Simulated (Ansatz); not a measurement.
# A hypothetical structure for EuSn2Pb2, part 2 of 2

Starting from a made-up structure for EuSn2Pb2, the aim is the relaxed cell, its shortest contacts and, where a second run follows, its electronic structure.

Ansatz 0.2.0; DFT, PBEsol, plane-wave PAW, default files, scalar-relativistic, ferromagnetic start, cell and ions relaxed at zero pressure (the session's first sound run).

So far: The structure; Relaxing cell and atoms. The relaxed cell has a = 4.671, c = 14.522 Å (conventional setting).

## Step 3: Bands of the relaxed cell

A second self-consistent run takes a narrower smearing and the mesh shown in its input; the bands follow along the standard path of the relaxed lattice.

This step: DFT, PBEsol, plane-wave PAW, default files, scalar-relativistic, ferromagnetic start, bands and density of states at the relaxed cell (Ansatz 0.2.0).

File input.yaml:

```yaml
crystal:
  lattice:
    - [-2.3354717119, 2.3354717119, 7.2612062498]
    - [2.3354717119, -2.3354717119, 7.2612062498]
    - [2.3354717119, 2.3354717119, -7.2612062498]
  atoms:
    - { symbol: Pb, position: [0.25, 0.75, 0.5] }
    - { symbol: Pb, position: [0.75, 0.25, 0.5] }
    - { symbol: Eu, position: [0.0, 0.0, 0.0], spin: 6.9 }
    - { symbol: Sn, position: [0.5966759868, 0.5966759868, 0.0] }
    - { symbol: Sn, position: [0.4033240132, 0.4033240132, 0.0] }
magnetization:
  spin_polarized: true
kpoints:
  mp_grid: { grid: [10, 10, 10] }
  band_path:
    path:
      - [[0.0, 0.0, 0.0], [-0.5, 0.5, 0.0], [-0.5, 0.5, -0.05172514], [-0.27586257, 0.27586257, -0.27586257], [0.0, 0.0, 0.0], [0.5, 0.5, -0.5], [0.27586257, 0.72413743, -0.72413743], [0.0, 0.5, -0.5], [-0.25, 0.75, -0.25], [0.05172514, 0.94827486, -0.5], [0.5, 0.5, -0.5]]
      - [[-0.5, 0.5, 0.0], [-0.25, 0.75, -0.25]]
    npoints: 7
scf:
  occupations: { method: fermi_dirac, width: 0.03 }
  n_extra_bands: 13
hamiltonian:
  xc: pbesol
  pseudopotentials: { kind: paw }
output:
  forces: true
  stress: true
  write_bands: true
  dos: { projected: true }
  write_density: true
  write_potential: true
  elf: true
  volumetric_format: npy
```

Command:

```bash
> ansatz run input.yaml --threads 4 --pin off --max-ram 10240MiB --backend cpu --events-out ev --progress --plain --runs-dir out
```

Numbers of over 12 decimals in the logs are rounded to 6 here.

Log:

```text
basis.fft_grid_basis auto: the FFT boxes are laid along the combinations [[1, -1, 0], [0, 1, 0], [1, 0, 1]] of the cell's own vectors, 6.606, 7.977 and 4.671 Å long. The dense box has 45×54×32 points. Along the cell's own vectors, as sized, it would have 54×54×54, 2.02 times as many. Of the 16 symmetry operations that the crystal satisfies within crystal.symmetry.tolerance (time reversal apart; of a slab, those that  [...]
Eu: projections on atomic orbitals take those of the free atom [Kr 4d10] 4f7 5s2 5p6 5d0 6s2, of charge +0.00 (hamiltonian.pseudopotentials.projection_atoms); the dataset's partial waves leave at most 1.0e-3 of an orbital's norm unspanned inside its sphere
[...]
Crystal: 5 atoms, lattice volume = 158.423 Å³
Basis set: ecut = 420 eV, 3097 PW (Γ), FFT grids on a1−a2, a2, a1+a3, exchange–correlation on 90×108×64 points (8 copies of the dense FFT grid, shifted against one another)
Bands: 50, of which v1, the nominal top of the filled ones, is band 37 counted from 1 (36 counted from 0)
Symmetry: 16 space group operations
[...]
k-points: 102 of 1000
[...]
Starting moments: Σ|m| = 6.9 μB on 1 of 5 sites
[...]
SCF iter  12: F=-44074.881915 eV  HF=-44074.881915 eV  |F-HF|=2.97e-8  |Δ(HF+E_count)|=   2.28e-8  Δρ=3.98e-6 (↑3.98e-6 ↓6.23e-7)  dr2=3.13e-8  dr2_m=5.60e-9  M=7.035 μB ∫|m|=7.123 μB  ethr=4.68e-11  ⟨swp⟩=13.9  Hψ=82143  notcnv=0
SCF 1 converged in 12 iterations: F = -44074.881915 eV  dr2 = 3.13e-8
[...]
NSCF: frozen V_eff on 79 k-points
SCF converged after 12 iterations
Magnetization: 7.0352 μB (40.0176 up, 32.9824 down)
Absolute magnetization: 7.1215 μB (∫|ρ↑−ρ↓|, with the PAW one-centre terms)
[...]
Per-site moments (μB) at R_I (Å): [(-0.00327066, 1.331061), (-0.00327066, 1.331061), (6.888328, 1.480409), (-0.00599992, 1.158274), (-0.00599992, 1.158274)]
Free energy (F): -44074.881915 eV
[...]
Internal energy: -44074.872881 eV  (E = F + TS)
E sigma→0 (E₀):  -44074.877398 eV
Entropy (-TS):   -0.009034 eV (-1.807 meV/atom)
Fermi energy:    10.082641 eV
[...]
--- Forces (eV/Å), atoms counted from 1 ---
  atom   1  Pb     0.00000000    -0.00000000     0.00000000
  atom   2  Pb    -0.00000000     0.00000000    -0.00000000
  atom   3  Eu     0.00000000     0.00000000    -0.00000000
  atom   4  Sn     0.00000000     0.00000000     0.01400525
  atom   5  Sn    -0.00000000    -0.00000000    -0.01400525
  max |Σ_I F_I| component: 1.39e-17 eV/Å
--- Stress (GPa, compression-positive) ---
        0.002179       0.000000      -0.000000
        0.000000       0.002179       0.000000
       -0.000000       0.000000       0.108885
  P = ⅓ Tr σ = 0.0377 GPa (0.377 kbar)
--- Band table (eV; the first three rows and the last of 204) ---
  k-point 0 ↑: bands = [... 33 lower, 9.7343, 9.7458, 9.7458, 9.7581, 10.0052, 10.1689, 10.1689, 10.3846, ... 9 higher]
  k-point 1 ↑: bands = [... 33 lower, 9.7315, 9.7328, 9.7339, 9.7522, 9.7722, 9.8475, 10.5678, 11.0830, ... 9 higher]
  k-point 2 ↑: bands = [... 33 lower, 9.7181, 9.7266, 9.7307, 9.7533, 9.7549, 9.8107, 9.9638, 10.8232, ... 9 higher]
  k-point 101 ↓: bands = [... 33 lower, 10.6749, 11.2356, 11.3762, 11.3762, 11.5569, 13.4612, 13.6230, 13.7053, ... 9 higher]
```

Run time: 32 s. Hardware: 4 threads of Intel Xeon Platinum 8488C (Sapphire Rapids), shared host; peak memory 1.4 GiB.

Numbers from this step:

| Property | Result |
| --- | --- |
| free energy | -44074.8819 eV |
| energy at zero smearing | -44074.8774 eV |
| smearing term TS | 0.009034 eV |
| Fermi energy | 10.08 eV |
| magnetization | 7.035 μB |
| absolute magnetization | 7.122 μB |
| site moments | -0.003271, -0.003271, 6.888, -0.006000, -0.006000 μB |
| pressure | 0.03775 GPa |

From bands.tsv, the bands that come nearest the Fermi level along the path, at its corners, in eV from the Fermi level:

```
point  band_37_up  band_38_up  band_39_up  band_40_up  band_41_up  band_31_dn  band_32_dn  band_33_dn
    Γ       -0.08        0.09        0.09        0.30        0.81       -0.27        0.25        0.39
    X       -0.32       -0.31       -0.27       -0.08        0.00       -2.11       -0.95        0.20
    Y       -0.32       -0.31       -0.29        0.04        0.09       -2.08       -0.94        0.28
    S       -0.30       -0.29       -0.10        0.21        0.59       -1.10        0.04        0.06
    Γ       -0.08        0.09        0.09        0.30        0.81       -0.27        0.25        0.39
    Z       -0.30        0.33        0.38        0.38        0.60        0.56        0.59        0.59
   S1       -0.30       -0.29       -0.10        0.21        0.59       -1.10        0.04        0.06
    N       -0.30       -0.29       -0.06       -0.02        0.88       -0.55       -0.27        0.09
    P       -0.32       -0.32       -0.31       -0.29        0.63       -2.24       -0.42       -0.42
   Y1       -0.32       -0.31       -0.29        0.04        0.09       -2.08       -0.94        0.28
    Z       -0.30        0.33        0.38        0.38        0.60        0.56        0.59        0.59
    X       -0.32       -0.31       -0.27       -0.08        0.00       -2.11       -0.95        0.20
    P       -0.32       -0.32       -0.31       -0.29        0.63       -2.24       -0.42       -0.42
```

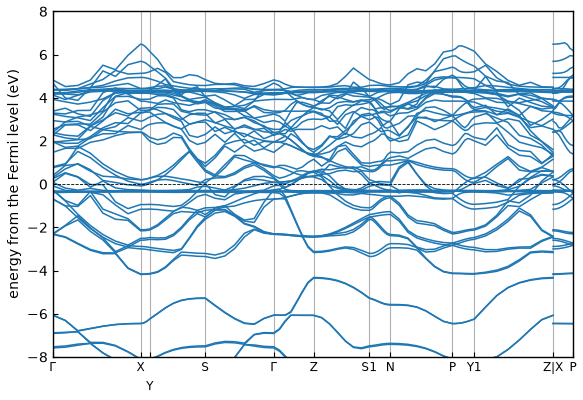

Bands along the path. 50 bands lie wholly below the window drawn.

States per cell as run, both spins, in windows of 1 eV, from dos.tsv (zero at the Fermi level):

| from | to | total |
| --- | --- | --- |
| -8 | -7 | 1.99 |
| -7 | -6 | 0.90 |
| -6 | -5 | 1.16 |
| -5 | -4 | 0.28 |
| -4 | -3 | 1.43 |
| -3 | -2 | 3.05 |
| -2 | -1 | 2.78 |
| -1 | 0 | 9.67 |
| 0 | 1 | 2.78 |
| 1 | 2 | 3.24 |
| 2 | 3 | 4.60 |

A further 51.7 states lie below the table's range.

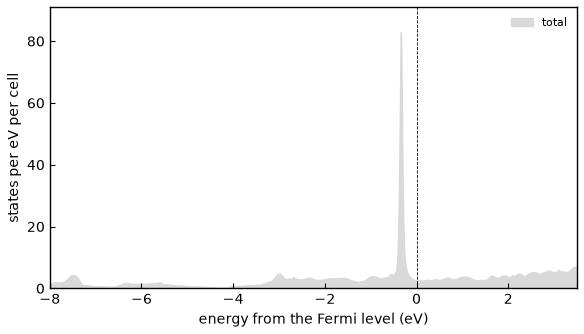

Total density of states, smoothed over about 0.04 eV.

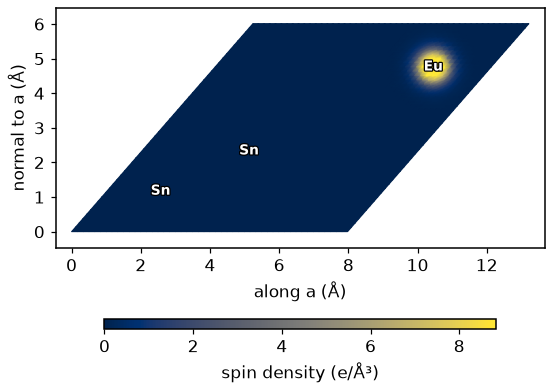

Spin density in the ab plane of the cell as run, not the conventional one, at fractional z = 0.000, with atoms of Eu and Sn within 0.2 Å of it. The map starts off the cell's origin, so that atoms lie inside it.

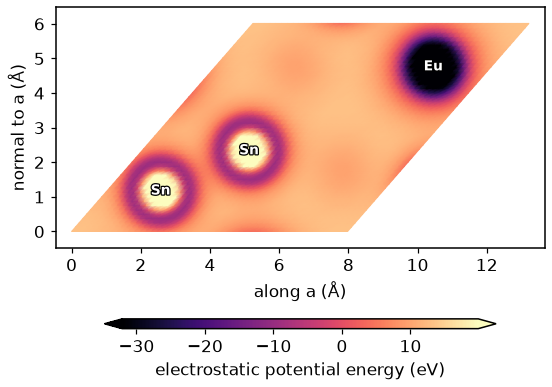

Electrostatic potential energy in the ab plane of the cell as run, not the conventional one, at fractional z = 0.000, with atoms of Eu and Sn within 0.2 Å of it. With pseudopotentials it is smooth inside the atoms' cores, unlike the true potential. The map starts off the cell's origin, so that atoms lie inside it.

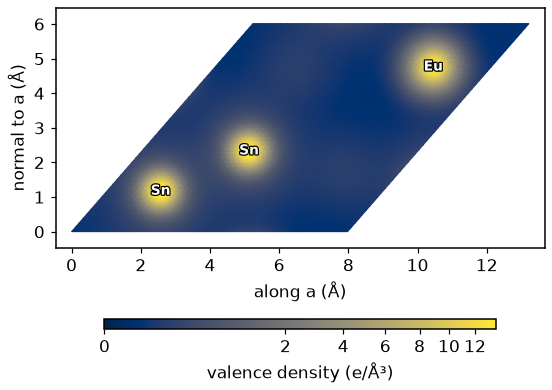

Valence density in the ab plane of the cell as run, not the conventional one, at fractional z = 0.000, with atoms of Eu and Sn within 0.2 Å of it. It is the smooth field of the valence electrons, not physical close to the nuclei. The map starts off the cell's origin, so that atoms lie inside it. The colour scale is stretched toward low values.

## Step 4: Results

| Item | Value |
| --- | --- |
| space group, relaxed | I4/mmm |
| conventional cell | a = 4.671, b = 4.671, c = 14.522 Å; α = 90.0°, β = 90.0°, γ = 90.0° |
| volume per atom | 31.68 Å³ (guess 29.42) |
| total moment | 7.06 μB in the cell of 5 atoms |

In words: EuSn2Pb2 relaxes to I4/mmm with a = 4.671, b = 4.671 and c = 14.522 Å. The guessed volume was 7 % too small. The space group I4/mmm was held in the relaxation, so the end point is a stationary structure within it and may be a saddle against distortions or other arrangements. The input starts from parallel moments, and no other start was typed. The f shell may be open and has no Hubbard U, so its place in energy and the volume are uncertain. Bands cross the Fermi level, so it is a metal or semimetal at this level. On the 10×10×10 mesh with the narrower smearing (relaxed on 8×8×8) the largest force component is 0.014 eV/Å and the largest stress component is 0.109 GPa, against the relaxation's thresholds of 0.015 eV/Å and 0.05 GPa. The cutoff wasn't tested. A vector of the cell changed its length by 15 %, more than the volume shows. Spin-orbit coupling is left out, which can matter for elements this heavy. No dispersion term is used, so weakly bound directions may come out too long. Nothing here tests whether the compound is stable against decomposition.

[Logs are printed without paths, hosts, clocks, repeated set-up lines and the standing remarks that a program may print on its own settings, such as how far it seeks lower states.]

[Hosts, paths, dates, database ids (printed as entryN), source tags and the programs' standing remarks are cut or masked in the printed files.]
